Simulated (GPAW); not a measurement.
Consider NaHF2 (R-3m).

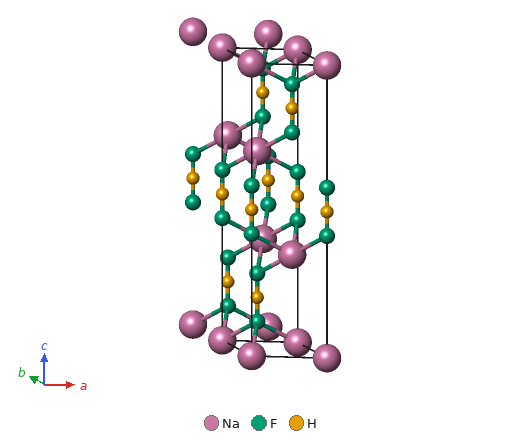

The structure (sodium pink, fluorine teal, hydrogen orange). Bonds to atoms that aren't drawn are left out. 1×2×1 conventional cells are drawn. Some periodic images of atoms are drawn too.

```
Na F H
1.0
     1.73700    1.00286    4.58333
    -1.73700    1.00286    4.58333
     0.00000   -2.00571    4.58333
Na F H
1 2 1
Direct
  0.00000 0.00000 0.00000
  0.58240 0.58240 0.58240
  0.41760 0.41760 0.41760
  0.50000 0.50000 0.50000
```

Absorber: atom 2, with 1 H at 1.13 Å and 3 Na at 2.32 Å (distorted tetrahedral, site symmetry 3m). Method: GPAW, LDA, full core hole (charged cell), 24-atom cell with 6.9 Å between holes, 4×4×4 k points, dipole transitions, Gaussian full width 0.9 eV up to 4 eV, rising linearly to 3.5 eV at 25 eV.

**Question.** Where do the maxima of the F K edge fall?

Main maxima up to 24 eV above the zero (height): 3.8 eV (2.07), 5.3 eV (1.94), 6.7 eV (2.32), 12.4 eV (1.04) and 17.2 eV (0.92). A K edge sees empty p states on the absorber. The total-energy difference plus the lowest empty eigenvalue puts the zero at 691.07 eV. One term is added: -9.89 eV, since the hole is spin-paired here and a spin-polarised one costs that much less in the free atom (computed apart). The photon energy is then 681.18 eV. The functional and the charged cell's background leave an error in such absolute values: in the free atom LDA prices this hole 4.7 eV below PBE (computed apart), and PBE is itself good to a few eV.

The F K spectrum (energy from the lowest empty level; intensity scaled to a mean of 1 over the first 20 eV; polarised curves are means over the symmetry-equivalent atoms):

```tsv
E (eV)	isotropic	ε ⊥ c	ε ∥ c
-2.0	0.00	0.00	0.00
-0.5	0.00	0.00	0.01
1.0	0.21	0.04	0.55
2.5	1.12	1.12	1.12
4.0	1.97	1.64	2.64
5.5	1.91	1.42	2.90
7.0	2.15	0.96	4.55
8.5	0.85	0.64	1.28
10.0	0.60	0.62	0.56
11.5	0.84	1.04	0.44
13.0	0.93	1.13	0.52
14.5	0.52	0.58	0.38
16.0	0.75	0.95	0.35
17.5	0.91	1.14	0.45
19.0	0.74	0.87	0.48
20.5	0.65	0.74	0.48
22.0	0.65	0.72	0.50
23.5	0.64	0.68	0.54
25.0	0.68	0.71	0.61
26.5	0.76	0.80	0.68
28.0	0.79	0.80	0.78
29.5	0.75	0.70	0.85
31.0	0.66	0.62	0.75
```

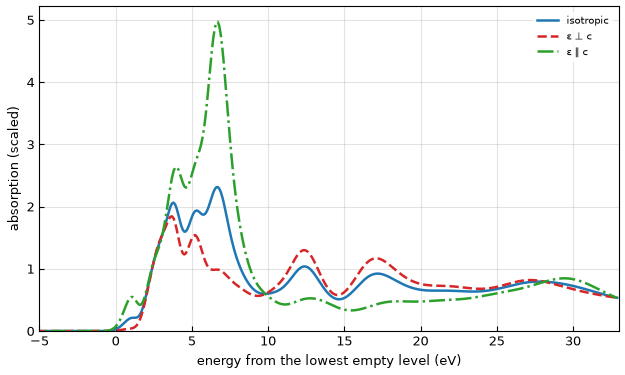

The F K edge.

The mesh is coarse (0.27 Å⁻¹ between points), so small maxima may be mesh ripples. Lifetime broadening is put in by hand, and intensities beyond about 20 eV depend on it and on the partial waves; weight that the partial waves miss at high energy is lost. The structure is a published determination, not relaxed.

[Banner, clock and machine lines of the logs are left out without a mark of their own.]

[Logs are printed without paths, hosts, clocks, repeated set-up lines and the standing remarks that a program may print on its own settings, such as how far it seeks lower states.]

[Hosts, paths, dates, database ids (printed as entryN), source tags and the programs' standing remarks are cut or masked in the printed files.]

[Lists of maxima count a maximum above −3 eV only where it reaches 4 % of the highest in the window and stands out from its surroundings by 2 % of it (1.5 % where it reaches 55 %); shoulders and weaker maxima are passed over, and of the rest the first, up to two pre-edge ones and the few strongest are named.]
